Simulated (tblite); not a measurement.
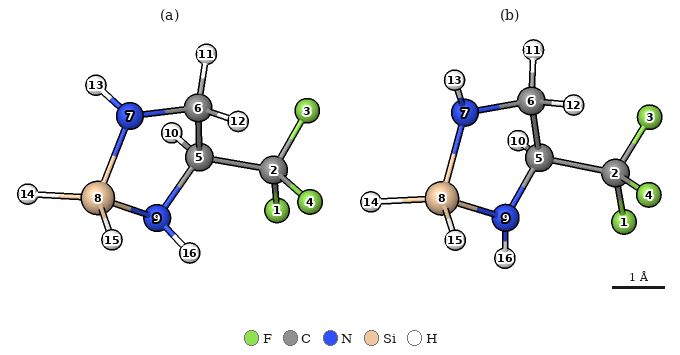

The structure of C3H7F3N2Si before (left) and after (right) a relaxation, at one scale.

Style: ball-and-stick. Shown at a tilt.

The calculation used GFN2-xTB geometry optimisation, gas phase in tblite 0.8.0. 

### Summarise the run.

The largest moves after the best rigid fit, 1.12 Å, are those of H13 and H16. Largest moves by element: H 1.12 Å, F 0.43 Å, C 0.25 Å, N 0.21 Å, Si 0.08 Å. Among the contacts that change: C5–N9 1.501 → 1.433 Å, C6–N7 1.472 → 1.443 Å, N9–H16 1.025 → 1.005 Å, Si8–H14 1.478 → 1.462 Å. Bond angles that change, for instance: Si8–N9–H16 105.0° → 125.1°, Si8–N7–H13 105.5° → 124.0°, C2–C5–N9 118.1° → 110.1°. The energy falls by 63.6 kJ/mol in 115 geometry steps. The run took 6.8 s on 1 thread of Intel(R) Xeon(R) Processor @ 2.50GHz, on a shared host.
